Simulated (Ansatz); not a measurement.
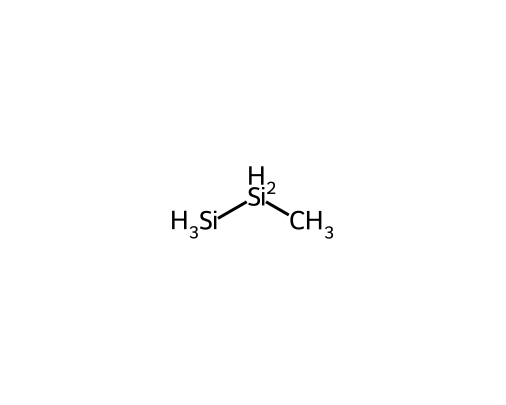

Structural formula above. Computed geometry: PBE-D4/def2-SVP optimisation. No frequency run is at hand to confirm it as a minimum.

Describe the 3D structure.

It has 11 atoms: 1 carbon, 8 hydrogen and 2 silicon (CH8Si2). SMILES: `C[SiH2][SiH3]`. It has no ring. Among its groups: Si–H bond. This geometry has Cs symmetry. Coordination: 1 C tetrahedral; 2 Si tetrahedral.

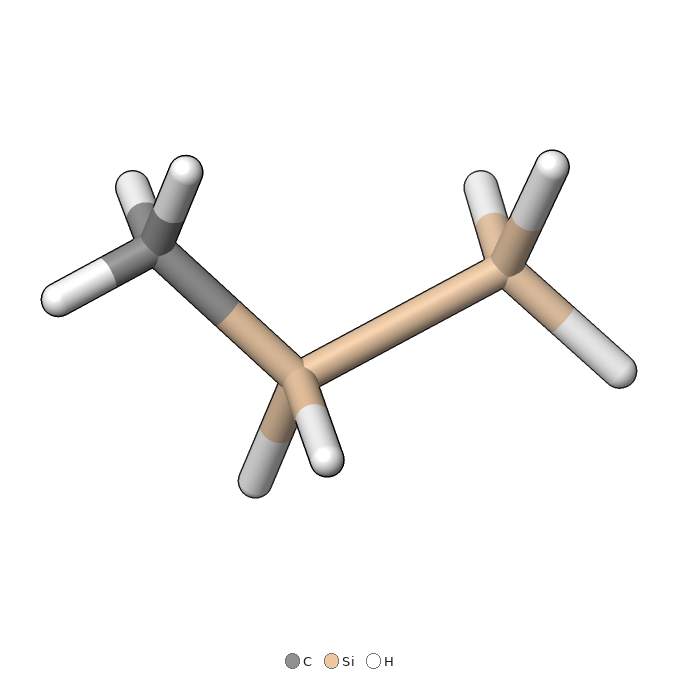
